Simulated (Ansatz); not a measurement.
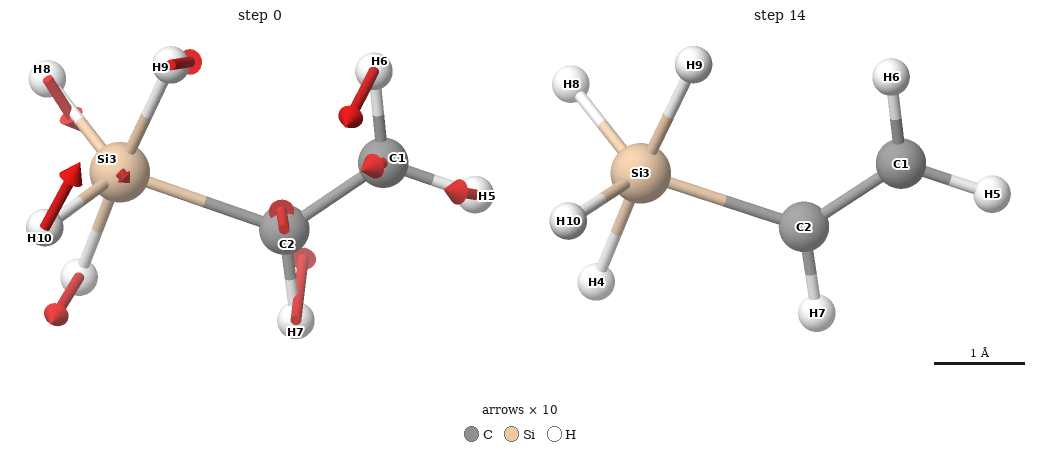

The structure of C2H7Si (charge −1) before (left) and after (right) a relaxation, at one scale. The red arrows give the displacements, 10 times their true length.

A ball-and-stick model, seen at a tilt.

It is one of the separated reactants of a reaction.

Level of theory: Ansatz, RKS PBE0-D4/def2-TZVPD. (force threshold 0.005 eV/Å; at most 200 steps)

**What changed between the two?**

H7 moves most after the best rigid fit: 0.16 Å. Largest moves by element: H 0.16 Å, C 0.07 Å, Si 0.02 Å. Among the contacts that change: Si3–H8 1.559 → 1.534 Å, Si3–H4 1.637 → 1.613 Å, Si3–H9 1.633 → 1.612 Å, C2–Si3 1.958 → 1.937 Å. Among the angles between lasting bonds that change: C2–Si3–H8 130.3° → 126.8°, C2–Si3–H10 117.3° → 120.1°. Over 13 accepted moves (14 points after the start) the energy falls by 0.041 eV. Largest force component: 0.52 eV/Å at the start, 0.0031 eV/Å at the end. The line search rejected the trial step at point 5 of the run.
